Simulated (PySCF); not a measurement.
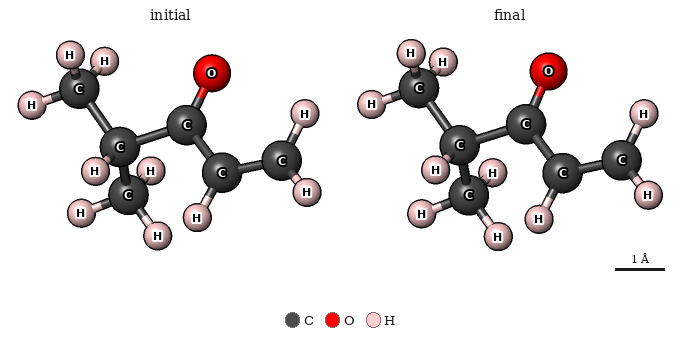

The structure of C₆H₁₀O before (left) and after (right) a relaxation, at one scale.

Style: ball-and-stick. Shown at a tilt.

The start comes from GFN2-xTB. Its atoms were then displaced at random by about 0.01 Å.

Theory: PySCF, PBE0-D3(BJ)/def2-TZVP geometry optimisation, gas phase. 

Question: What changed between the two?

Answer: The energy falls by 2.73 kcal/mol in 9 geometry steps. The O atom moves most after the best rigid fit: 0.12 Å. Largest moves by element: O 0.12 Å, H 0.08 Å, C 0.06 Å. Near-neighbour distances that change, for instance: C–H 1.039 → 1.083 Å, C–H 1.108 → 1.085 Å, C–C 1.346 → 1.327 Å, C–O 1.224 → 1.209 Å. Bond angles that change, for instance: O–C–C 125.6° → 122.3°, C–C–H 109.1° → 106.7°, C–C–H 124.2° → 121.9°. The run took 3.1 min on 2 threads of Intel(R) Xeon(R) Platinum 8488C, with other jobs on the host.
